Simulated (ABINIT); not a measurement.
# Gap slopes of SnO2 (Cassiterite) from G0W0 (biaxial strain), part 2 of 2

Does PBE give the same change of gap under biaxial strain as G0W0? The case is SnO2 (Cassiterite).

ABINIT 10.8.3; PBE and many-body steps on it, plane waves. Known limits of the many-body steps: not at the basis limit; no spin-orbit coupling; coarse k mesh.

So far. Step 7 (G0W0, strain +1 %): The gap on the mesh goes from 1.05 eV to 2.44 eV, a correction of +1.39 eV.

### 8. G0W0, strain -2 %

Level of this step: G0W0 on PBE, plane waves, norm-conserving pseudopotentials (ABINIT).

The cell differs from the one that the last finished run ended in (a 4.785 → 4.643 Å, b 4.785 → 4.643 Å).

The input, run.abi:

```
acell 3*1.0 Angstrom
rprim 
  4.643240000000 0.000000000000 0.000000000000
  0.000000000000 4.643240000000 0.000000000000
  0.000000000000 0.000000000000 3.186500000000
ntypat 2
znucl 50 8
natom 6
typat 1 1 2 2 2 2
xred 
  0.000000000000 0.000000000000 0.000000000000
  0.500000000000 0.500000000000 0.500000000000
  0.305437483918 0.305437483918 0.000000000000
  0.194562516082 0.805437483918 0.500000000000
  0.694562516082 0.694562516082 0.000000000000
  0.805437483918 0.194562516082 0.500000000000
pp_dirpath "pseudos"
pseudos "Sn.upf, O.upf"
ecut 42
ngkpt 4 4 4
nshiftk 1
shiftk 0 0 0
kptopt 1
chksymbreak 0
istwfk *1
occopt 1
irdwfk 1
optdriver 4
nband 106
gwcalctyp 0
ecutsigx 42
symsigma 1
nkptgw 1
kptgw 
  0.0000000000 0.0000000000 0.0000000000
bdgw 
  32 36
ecuteps 4.8
irdscr 1
ppmodel 1
indata_prefix "in"
outdata_prefix "out"
tmpdata_prefix "tmp"
```

Launch:

```sh
$ OMP_NUM_THREADS=1 mpirun -n 8 abinit run.abi > log
```

Numbers of over 12 decimals in the logs are rounded to 6 here.

Output:

```text
.Version 10.8.3 of ABINIT. v10.8.2 released Aug 2026.

 Symmetries : space group P4_2/m n m (#136); Bravais tP (primitive tetrag.)
[... echo of the input left out ...]
== DATASET  1 ==================================================================
-   mpi_nproc: 8, omp_nthreads: 1 (-1 if OMP is not activated)

--- !DatasetInfo
iteration_state: {dtset: 1, }
dimensions: {natom: 6, nkpt: 18, mband: 106, nsppol: 1, nspinor: 1, nspden: 1, mpw: 6060, }
cutoff_energies: {ecut:  42.0, pawecutdg:  -1.0, }
[...]
34   7.289 -20.399 -26.285   5.400   0.798  -0.253 -20.787  -0.388   6.901
       35   8.967 -16.610 -12.510  -2.716   0.849  -0.178 -15.434   1.176  10.142
       36  13.678 -15.934 -10.299  -3.631   0.846  -0.182 -14.238   1.696  15.374

== END DATASET(S) ==============================================================
================================================================================

 -outvars: echo values of variables after computation  --------
           etotal      0.0000000000E+00
            nband         106
             nkpt          18
          spgroup         136
 [... the other variables as echoed above ...]

 Calculation completed.
```

Wall time 11 s (8 MPI ranks of Arm Neoverse N1, shared host); peak memory 2.4 GiB.

This step gave:

```yaml
g0w0_gap_on_the_points_computed: 3.241 eV
starting_gap_on_the_mesh: 1.678 eV
k_of_the_valence_top: 0, 0, 0
k_of_the_conduction_bottom: 0, 0, 0
least_direct_g0w0_gap_on_the_computed_points: 3.241 eV
```

The gap on the mesh goes from 1.68 eV to 3.24 eV, a correction of +1.56 eV.

Again on this cell's own states.

### 9. G0W0, strain +2 %

The cell differs from the one that the last finished run ended in (a 4.643 → 4.833 Å, b 4.643 → 4.833 Å).

The input, run.abi:

```
acell 3*1.0 Angstrom
rprim 
  4.832760000000 0.000000000000 0.000000000000
  0.000000000000 4.832760000000 0.000000000000
  0.000000000000 0.000000000000 3.186500000000
ntypat 2
znucl 50 8
natom 6
typat 1 1 2 2 2 2
xred 
  0.000000000000 0.000000000000 0.000000000000
  0.500000000000 0.500000000000 0.500000000000
  0.305955088764 0.305955088764 0.000000000000
  0.194044911236 0.805955088764 0.500000000000
  0.694044911236 0.694044911236 0.000000000000
  0.805955088764 0.194044911236 0.500000000000
pp_dirpath "pseudos"
pseudos "Sn.upf, O.upf"
ecut 42
ngkpt 4 4 4
nshiftk 1
shiftk 0 0 0
kptopt 1
chksymbreak 0
istwfk *1
occopt 1
irdwfk 1
optdriver 4
nband 112
gwcalctyp 0
ecutsigx 42
symsigma 1
nkptgw 1
kptgw 
  0.0000000000 0.0000000000 0.0000000000
bdgw 
  32 36
ecuteps 4.8
irdscr 1
ppmodel 1
indata_prefix "in"
outdata_prefix "out"
tmpdata_prefix "tmp"
```

Output:

```text
.Version 10.8.3 of ABINIT. v10.8.2 released Aug 2026.

 Symmetries : space group P4_2/m n m (#136); Bravais tP (primitive tetrag.)
[... echo of the input left out ...]
== DATASET  1 ==================================================================
-   mpi_nproc: 8, omp_nthreads: 1 (-1 if OMP is not activated)

--- !DatasetInfo
iteration_state: {dtset: 1, }
dimensions: {natom: 6, nkpt: 18, mband: 112, nsppol: 1, nspinor: 1, nspden: 1, mpw: 6562, }
cutoff_energies: {ecut:  42.0, pawecutdg:  -1.0, }
[...]
34   6.296 -20.303 -26.181   5.526   0.786  -0.272 -20.579  -0.276   6.020
       35   7.173 -16.465 -12.781  -2.430   0.841  -0.189 -15.411   1.054   8.227
       36  12.272 -16.688 -10.974  -3.646   0.832  -0.201 -14.967   1.721  13.993

== END DATASET(S) ==============================================================
================================================================================

 -outvars: echo values of variables after computation  --------
           etotal      0.0000000000E+00
            nband         112
             nkpt          18
          spgroup         136
 [... the other variables as echoed above ...]

 Calculation completed.
```

Wall time 13 s (8 MPI ranks); peak memory 2.5 GiB.

This step gave:

| Property | Result |
| --- | --- |
| G0W0 gap on the points computed | 2.207 eV |
| starting gap on the mesh | 0.8762 eV |
| k of the valence top | 0, 0, 0 |
| k of the conduction bottom | 0, 0, 0 |
| least direct G0W0 gap on the computed points | 2.207 eV |

The gap on the mesh goes from 0.88 eV to 2.21 eV, a correction of +1.33 eV.

Again on this cell's own states.

### 10. The series

One mesh (4×4×4), Godby-Needs plasmon pole, bands up to a fixed energy, so that their count changes with the cell; biaxial strain per length. The ions were relaxed in each strained cell. The third axis is held. Plane waves in the screening: 233, 233, 249, 249 and 257.

| strain (%) | PBE gap (eV) | G0W0 gap (eV) | least direct G0W0 gap (eV) | G0W0 edges |
| --- | --- | --- | --- | --- |
| -2 | 1.678 | 3.241 | 3.241 | Γ to Γ |
| -1 | 1.456 | 2.961 | 2.961 | Γ to Γ |
| +0 | 1.247 | 2.697 | 2.697 | Γ to Γ |
| +1 | 1.053 | 2.441 | 2.441 | Γ to Γ |
| +2 | 0.876 | 2.207 | 2.207 | Γ to Γ |

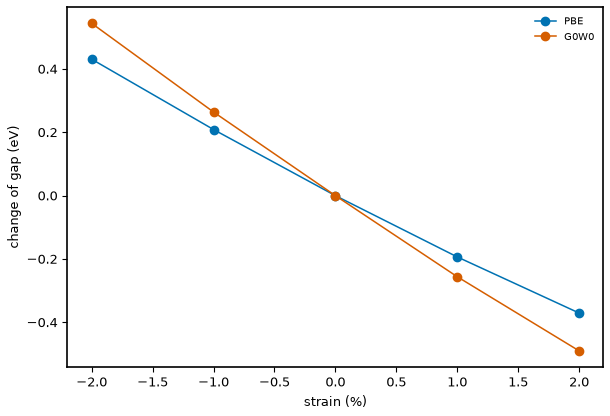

The change of gap against strain.

### 11. What came out

* slope under compression: −215 (PBE) and −272 (G0W0) meV per %
* slope under tension: −185 (PBE) and −245 (G0W0) meV per %
* GW settings, unstrained cell: 4×4×4 mesh, 109 bands, screening to 130.6 eV
* known limits: not at the basis limit; no spin-orbit coupling; coarse k mesh

**Reading.** On the side of compression the slopes of gap against strain are −215 (PBE) and −272 (G0W0) meV per %. On the side of tension the slopes of gap against strain are −185 (PBE) and −245 (G0W0) meV per %. Gaps are read on the mesh, so a valley between its points is missed. Bands and cutoff are finite, so the gap is not at the basis limit. The miss can reach some tenths of an eV and take either sign; the mesh is an error of its own. In the G0W0 run levels were corrected at 1 k point alone, so a gap called «on the mesh» is the least over those, and an edge elsewhere would be missed. The 4×4×4 mesh is coarse for this cell, which bears on the long-range parts of exchange and screening. The many-body steps are scalar-relativistic: spin-orbit coupling is not in them.

[Paths, hosts, dates, memory and timing lines, banners, echoed tables and standing remarks are left out of the program output.]

[Logs are printed without paths, hosts, clocks, repeated set-up lines and the standing remarks that a program may print on its own settings, such as how far it seeks lower states.]

[Runs of the session that timed out or met a known fault of the program may be left out.]

[Hosts, paths, dates, database ids (printed as entryN), source tags and the programs' standing remarks are cut or masked in the printed files.]

[G0W0 gaps are taken among the corrected bands and points alone; a level outside them can change the order at an edge.]

[Where Ansatz stands beside ABINIT at settings called matched, ABINIT's density can come from a denser mesh and the files from another edition; pairs whose starting gaps differed by over 0.03 eV were left out, so agreement reads better than it is.]
